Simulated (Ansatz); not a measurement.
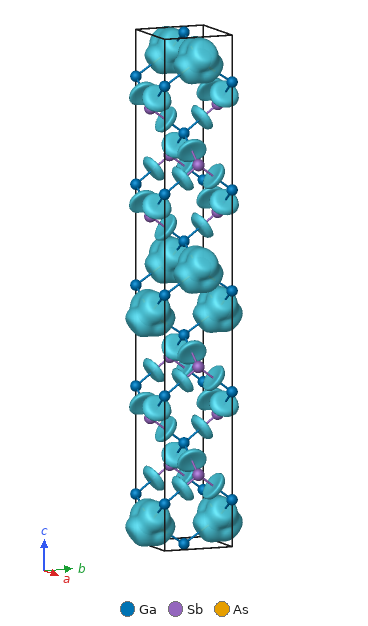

Figure. Ga5Sb3As2. Isosurface of the ELF at 0.6 (cyan), seen slightly off an axis. Core shells and regions of very low density are left out. Sticks mark near contacts.

Space group I-4m2; a structure generated by program, which may or may not match a known phase; computed pressure about −2 GPa in this cell.

These are results of DFT r2SCAN, scalar-relativistic, plane waves, PAW (Ansatz 0.2.0), not measurements.

```
Ga Sb As
1.0
     4.26557    0.00000    0.00000
     0.00000    4.26557    0.00000
     0.00000    0.00000   30.11246
Ga Sb As
10 6 4
Cartesian
  2.1328 2.1328 12.2946
  0.0000 0.0000 27.3508
  2.1328 2.1328 0.0000
  0.0000 0.0000 15.0562
  0.0000 0.0000 2.7616
  2.1328 2.1328 17.8178
  2.1328 2.1328 5.9388
  0.0000 0.0000 20.9950
  0.0000 0.0000 9.1174
  2.1328 2.1328 24.1740
  0.0000 2.1328 4.3534
  2.1328 0.0000 19.4096
  2.1328 0.0000 7.5281
  0.0000 2.1328 22.5843
  0.0000 2.1328 10.7029
  2.1328 0.0000 25.7591
  2.1328 0.0000 13.6774
  0.0000 2.1328 28.7336
  2.1328 0.0000 1.3788
  0.0000 2.1328 16.4351
```

> Identify the bonds, lone pairs and shells in this picture.

The ELF exceeds this value in 24 regions between bonded Ga–Sb atoms and four regions on As in which the atom's valence shell and bonds are merged, counted in one cell of 20 atoms. Any copies at cell faces, edges or corners count once. Along the contacts the grid gives the following. Ga–As (2.54 Å): the ELF peaks at about 0.80 between the atoms. Ga–Sb (2.66 Å): the ELF peaks at about 0.75 between the atoms.
